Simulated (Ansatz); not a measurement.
**The cluster Si4H8: single points with varied inputs**

How do the results and run time of the cluster Si4H8 respond when the settings are drawn wide?

Method: the settings change from run to run; program: Ansatz 0.2.0, Gaussian basis.

1 further run of the same task is left out (set aside as unsound or not needed).

## 1. The relaxed structure

The structure was relaxed beforehand with r2SCAN-D4/def2-SVP.

12 atoms, charge 0, spin multiplicity 1.

Atoms are counted from 1 here; the program's logs count them from 0.

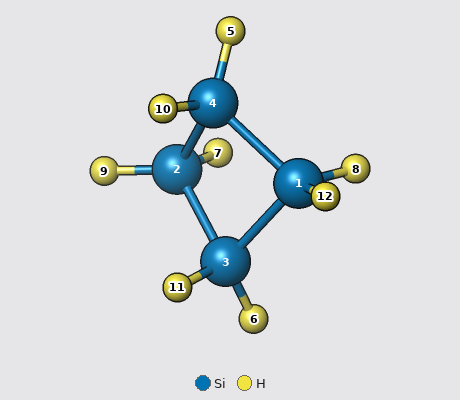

The geometry (silicon blue, hydrogen yellow); atoms are numbered from 1 in the order of the file.

## 2. B2GP-PLYP/6-31++G**

Set apart from the defaults: atoms shaken by 0.08 Å, finite nuclei, the search for lower states set to light.

in.yaml reads:

```yaml
crystal:
  periodic: [false, false, false]
  atoms:
    - {symbol: Si, position_ang: [-1.097057, -1.277967, 0.074548]}
    - {symbol: Si, position_ang: [1.529119, 0.636363, 0.084965]}
    - {symbol: Si, position_ang: [0.545352, -0.429106, -1.361992]}
    - {symbol: Si, position_ang: [-0.912867, 0.937799, 1.007839]}
    - {symbol: H, position_ang: [-1.270705, 1.148428, 2.517054]}
    - {symbol: H, position_ang: [1.404425, -1.573329, -2.119789]}
    - {symbol: H, position_ang: [2.108819, 0.073313, 1.241756]}
    - {symbol: H, position_ang: [-0.651242, -2.315112, 1.092800]}
    - {symbol: H, position_ang: [2.014916, 2.036042, -0.164522]}
    - {symbol: H, position_ang: [-1.712307, 1.976906, 0.450564]}
    - {symbol: H, position_ang: [0.120557, 0.101699, -2.584288]}
    - {symbol: H, position_ang: [-2.416428, -1.655582, -0.476016]}
basis:
  gaussian: {orbitals: "6-31++G**", nuclear_model: gaussian}
hamiltonian: {xc: {name: B2GP-PLYP}}
scf: {lower_state_search: light}
output: {forces: true}
```

Started as:

```bash
ansatz run in.yaml --threads 4 --pin off --events-out ev --progress --plain --max-ram 3916MiB
```

Output:

```text
Functional definition: B2GP-PLYP
  name "B2GP-PLYP"
  cite "Karton, Tarnopolsky, Lamère, Schatz & Martin, J. Phys. Chem. A 112, 12868 (2008) doi:10.1021/jp801805p"
  cite "Becke, Phys. Rev. A 38, 3098 (1988) doi:10.1103/PhysRevA.38.3098"
  cite "Lee, Yang & Parr, Phys. Rev. B 37, 785 (1988) doi:10.1103/PhysRevB.37.785"
  parameter a = 0.65
  parameter c = 0.36
  exchange = (1 - a)*b88_x + a*exact_x
  correlation = (1 - c)*lyp_c + c*(mp2_os + mp2_ss)
1216 factors; integrals over basis functions are off by at most 1.4e-3 eV
mean field evaluation 1: about -31612.0614 eV, gradient 1.3e1 eV
mean field evaluation 2: about -31612.1152 eV, gradient 1.3e1 eV
mean field evaluation 4: about -31613.0379 eV, gradient 2.1e0 eV
mean field evaluation 8: about -31613.0574 eV, gradient 3.7e-2 eV
mean field evaluation 16: about -31613.0574 eV, gradient 2.2e-5 eV
mean field -31613.05743093 eV, -1161.7584324869 hartree, gradient 5.2e-6 eV, S^2 0.000000; 0 other end points of the search recorded, 0 dependent functions left out
20 core orbitals not correlated: weight in the atoms' cores, before any rotation towards them, 1.000 or more for the frozen orbitals, at most 0.000 for the correlated occupied ones
reference -31613.05762963 eV, -1161.7584397887 hartree; 12, 12 occupied and 108, 108 virtual orbitals, 1216 factors
second order -12.36345298 eV of doubles, -0.00000000 eV of singles
the calculation of the forces begins
Total energy: -31617.50847270 eV, -1161.9220052547 hartree
Atom 0 at    -1.097057    -1.277967     0.074548 Å, force    -0.542744     0.558659     0.638640 eV/Å
Atom 1 at     1.529119     0.636363     0.084965 Å, force    -0.062872     5.237773     3.331991 eV/Å
Atom 2 at     0.545352    -0.429106    -1.361992 Å, force    -0.176898    -6.216958    -3.610544 eV/Å
Atom 3 at    -0.912867     0.937799     1.007839 Å, force     1.212995    -1.244083     1.632086 eV/Å
Atom 4 at    -1.270705     1.148428     2.517054 Å, force     0.625429    -0.355960    -1.047724 eV/Å
Atom 5 at     1.404425    -1.573329    -2.119789 Å, force    -0.663488     0.958720     1.086556 eV/Å
Atom 6 at     2.108819     0.073313     1.241756 Å, force     0.809830    -0.905537     0.814175 eV/Å
Atom 7 at    -0.651242    -2.315112     1.092800 Å, force    -0.009112     0.493952    -0.596023 eV/Å
Atom 8 at     2.014916     2.036042    -0.164522 Å, force     0.248050    -0.564911    -0.058305 eV/Å
Atom 9 at    -1.712307     1.976906     0.450564 Å, force    -0.537207     0.726437    -1.007395 eV/Å
Atom 10 at     0.120557     0.101699    -2.584288 Å, force    -0.964151     1.497161    -1.100132 eV/Å
Atom 11 at    -2.416428    -1.655582    -0.476016 Å, force     0.060166    -0.185251    -0.083323 eV/Å
Dipole moment:     0.100829     0.001017    -0.050459 e Å
```

It took 8 s on 4 threads of Arm Neoverse V1, shared host.

Largest force 7.192 eV/Å, dipole 0.54 D.

## 3. PBE0/aug-cc-pVDZ

This run has D3(BJ) with three-body dispersion.

in.yaml reads:

```yaml
crystal:
  periodic: [false, false, false]
  atoms:
    - {symbol: Si, position_ang: [-1.113220, -1.216277, 0.062944]}
    - {symbol: Si, position_ang: [1.371597, 0.869467, 0.292916]}
    - {symbol: Si, position_ang: [0.603636, -0.561624, -1.427771]}
    - {symbol: Si, position_ang: [-0.861602, 0.908024, 1.073926]}
    - {symbol: H, position_ang: [-1.143273, 1.081916, 2.532001]}
    - {symbol: H, position_ang: [1.519453, -1.588890, -2.012651]}
    - {symbol: H, position_ang: [2.219505, 0.085531, 1.248350]}
    - {symbol: H, position_ang: [-0.587570, -2.272121, 0.987792]}
    - {symbol: H, position_ang: [2.065312, 2.148513, -0.051788]}
    - {symbol: H, position_ang: [-1.640504, 1.922676, 0.292663]}
    - {symbol: H, position_ang: [0.012033, 0.263111, -2.530490]}
    - {symbol: H, position_ang: [-2.445346, -1.640325, -0.467891]}
basis:
  gaussian: {orbitals: aug-cc-pVDZ}
hamiltonian: {xc: {name: PBE0}, dispersion: d3bjatm}
scf: {omitted_lower_state_checks: [starts]}
```

Launched as before.

Output:

```text
Functional definition: PBE0
  name "PBE0"
  cite "Adamo & Barone, J. Chem. Phys. 110, 6158 (1999) doi:10.1063/1.478522"
  cite "Perdew, Burke & Ernzerhof, Phys. Rev. Lett. 77, 3865 (1996) doi:10.1103/PhysRevLett.77.3865"
  parent pbe
  parameter a = 0.25
  parameter kappa = 0.804
  parameter beta = 0.06672455060314922
  exchange = (1 - a)*pbe_x(kappa = kappa, mu = beta*pi^2/3) + a*exact_x
  correlation = pbe_c(beta = beta)
these checks for a lower state are left out or cut short: starts
1896 factors; their error is unknown
mean field evaluation 1: about -31625.7979 eV, gradient 1.6e1 eV
mean field evaluation 2: about -31626.0831 eV, gradient 1.5e1 eV
mean field evaluation 4: about -31626.9516 eV, gradient 2.2e-1 eV
mean field evaluation 8: about -31627.1402 eV, gradient 1.2e-1 eV
mean field -31627.14018199 eV, -1162.2759640426 hartree, gradient 1.8e-5 eV, S^2 0.000000; 0 other end points of the search recorded, 0 dependent functions left out
reference -31627.14026660 eV, -1162.2759671519 hartree; 32, 32 occupied and 148, 148 virtual orbitals, 1896 factors
Total energy: -31627.48132777 eV, -1162.2885009188 hartree
Checks for a lower state left out: starts
```

It took 3.5 s on 4 threads of Arm Neoverse V1, shared host.

## 4. r2SCAN0/STO-3G

Options: charge +1, multiplicity 2, D3(BJ) dispersion.

Changes to in.yaml since step 3:

```diff
@@ -16,4 +16,6 @@
 basis:
-  gaussian: {orbitals: aug-cc-pVDZ}
-hamiltonian: {xc: {name: PBE0}, dispersion: d3bjatm}
+  gaussian: {orbitals: STO-3G}
+total_charge: 1
+magnetization: {spin_polarized: true, initial_magnetization: 1}
+hamiltonian: {xc: {name: r2SCAN0}, dispersion: d3bj}
 scf: {omitted_lower_state_checks: [starts]}
```

Same command.

Output:

```text
Warning: the engine holds no damping parameters fitted to this dispersion correction and functional, so the run takes those fitted to r2scan0 beside the three-body term, which d3bj leaves out (hamiltonian.dispersion, under Limitations)
Functional definition: r2SCAN0
  name "r2SCAN0"
  cite "Bursch, Neugebauer, Ehlert & Grimme, J. Chem. Phys. 156, 134105 (2022) doi:10.1063/5.0086040"
  cite "Furness, Kaplan, Ning, Perdew & Sun, J. Phys. Chem. Lett. 11, 8208 (2020) doi:10.1021/acs.jpclett.0c02405"
  cite "Furness, Kaplan, Ning, Perdew & Sun, J. Phys. Chem. Lett. 11, 9248 (2020) doi:10.1021/acs.jpclett.0c03077"
  parent r2scan
  parameter a = 0.25
  parameter k0 = 0.174
  parameter k1 = 0.065
  parameter a1 = 4.9479
  exchange = (1 - a)*r2scan_x(k0 = k0, k1 = k1, a1 = a1) + a*exact_x
  correlation = r2scan_c
these checks for a lower state are left out or cut short: starts
491 factors; integrals over basis functions are off by at most 3.2e-5 eV
mean field evaluation 1: about -31266.0956 eV, gradient 1.2e1 eV
mean field evaluation 2: about -31266.7530 eV, gradient 7.2e0 eV
mean field evaluation 4: about -31267.1633 eV, gradient 3.4e-1 eV
mean field evaluation 8: about -31267.1324 eV, gradient 9.7e-3 eV
mean field evaluation 16: about -31267.1324 eV, gradient 3.9e-5 eV
mean field -31267.13238951 eV, -1149.0459216910 hartree, gradient 1.2e-5 eV, S^2 0.758374; 0 other end points of the search recorded, 0 dependent functions left out
reference -31267.13239641 eV, -1149.0459219445 hartree; 32, 31 occupied and 12, 13 virtual orbitals, 491 factors
Total energy: -31267.26301673 eV, -1149.0507221526 hartree
Checks for a lower state left out: starts
```

Wall time 2.4 s (4 threads of Arm Neoverse V1, shared host).

⟨S²⟩ 0.758.

## 5. B2PLYP/6-31++G**

Changes to in.yaml since step 4:

```diff
@@ -16,6 +16,3 @@
 basis:
-  gaussian: {orbitals: STO-3G}
-total_charge: 1
-magnetization: {spin_polarized: true, initial_magnetization: 1}
-hamiltonian: {xc: {name: r2SCAN0}, dispersion: d3bj}
-scf: {omitted_lower_state_checks: [starts]}
+  gaussian: {orbitals: "6-31++G**"}
+hamiltonian: {xc: {name: B2PLYP}}
```

The command is unchanged.

Output:

```text
Functional definition: B2PLYP
  name "B2PLYP"
  cite "Grimme, J. Chem. Phys. 124, 034108 (2006) doi:10.1063/1.2148954"
  cite "Becke, Phys. Rev. A 38, 3098 (1988) doi:10.1103/PhysRevA.38.3098"
  cite "Lee, Yang & Parr, Phys. Rev. B 37, 785 (1988) doi:10.1103/PhysRevB.37.785"
  parameter a = 0.53
  parameter c = 0.27
  exchange = (1 - a)*b88_x + a*exact_x
  correlation = (1 - c)*lyp_c + c*(mp2_os + mp2_ss)
1212 factors; integrals over basis functions are off by at most 1.7e-3 eV
mean field evaluation 1: about -31619.6226 eV, gradient 1.3e1 eV
mean field evaluation 2: about -31619.9668 eV, gradient 1.3e1 eV
mean field evaluation 4: about -31620.7715 eV, gradient 1.8e0 eV
mean field evaluation 8: about -31620.7859 eV, gradient 1.9e-2 eV
mean field evaluation 16: about -31620.7859 eV, gradient 4.3e-6 eV
mean field -31620.78591673 eV, -1162.0424491012 hartree, gradient 4.3e-6 eV, S^2 0.000000; 0 other end points of the search recorded, 0 dependent functions left out
20 core orbitals not correlated: weight in the atoms' cores, before any rotation towards them, 1.000 or more for the frozen orbitals, at most 0.000 for the correlated occupied ones
reference -31620.78617876 eV, -1162.0424587307 hartree; 12, 12 occupied and 108, 108 virtual orbitals, 1212 factors
second order -12.90998062 eV of doubles, -0.00000000 eV of singles
Total energy: -31624.27187353 eV, -1162.1705556507 hartree
```

It took 3.5 s on 4 threads of Arm Neoverse V1, shared host.

## 6. The runs in one table

```tsv
level	charge	multiplicity	geometry	functions	energy (eV)	time
B2GP-PLYP/6-31++G**	0	1	shaken	140	-31617.508	8 s
PBE0/aug-cc-pVDZ	0	1	relaxed	180	-31627.481	3.5 s
r2SCAN0/STO-3G	1	2	relaxed	44	-31267.263	2.4 s
B2PLYP/6-31++G**	0	1	relaxed	140	-31624.272	3.5 s
```

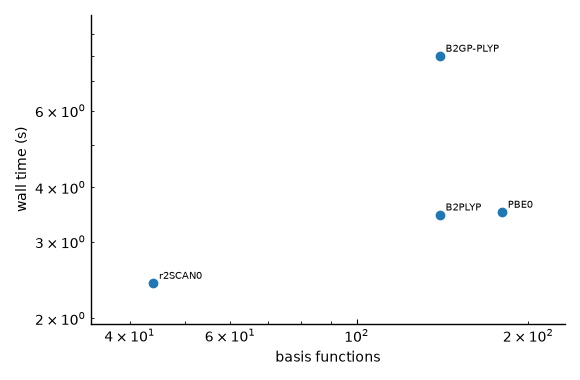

Wall time against the number of basis functions (shared host).

## 7. Results

| quantity | value |
| --- | --- |
| runs | 4 |
| quickest | r2SCAN0/STO-3G, 2.4 s |
| slowest | B2GP-PLYP/6-31++G**, 8 s |
| spread of total energies, same state and geometry | 3.2 eV |

**Reading.** B2GP-PLYP/6-31++G** took 3 times as long as r2SCAN0/STO-3G. The jobs differ in tasks and options as well as level. Total energies at one charge and spin differ by 3 eV between levels, so only differences within one level mean anything.
